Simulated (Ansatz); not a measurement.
## BeTe, response to strain

The parent structure is BeTe in the zinc blende structure (space group F-43m, No. 216).

BeTe is taken in the cubic space group F-43m (No. 216), the zinc blende structure, Pearson symbol cF8. Conventional cell: a = 5.6635 Å, b = 5.6635 Å, c = 5.6635 Å, α = 90.00°, β = 90.00°, γ = 90.00°. Be on 4a is surrounded by 4 Te at 2.452 Å (tetrahedral). Te on 4d is coordinated by 4 Be at 2.452 Å (tetrahedral). (Neighbours: up to the widest gap in distance over summed covalent radii, below 1.35, at either atom; cation-cation and far metal-metal contacts left out.)
(The calculation used a cell of 2 atoms; values per cell refer to that cell.)

Strains are applied to the cell and any free atomic positions relax.

Method: Kohn–Sham DFT with the PBE functional, run in Ansatz (a program for electronic structure) with PAW and 420 eV plane waves, spin-orbit coupling left out.

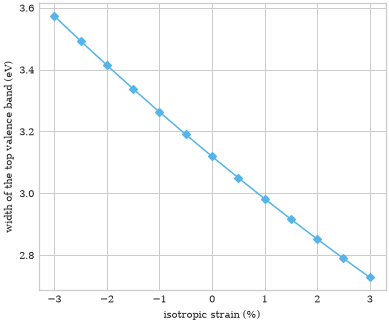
Figure: Width of the top valence band against isotropic strain

Q: From the plot, what is the width of the top valence band for isotropic strain +2.00 %?

A: About 2.85 eV.

Q: Is the trend monotonic over the range shown?

A: Yes, it falls throughout, spanning 2.73 eV to 3.57 eV.

Spin-orbit coupling, missing from the scalar runs, can matter with Te. Whether these cells are dynamically stable was not tested.
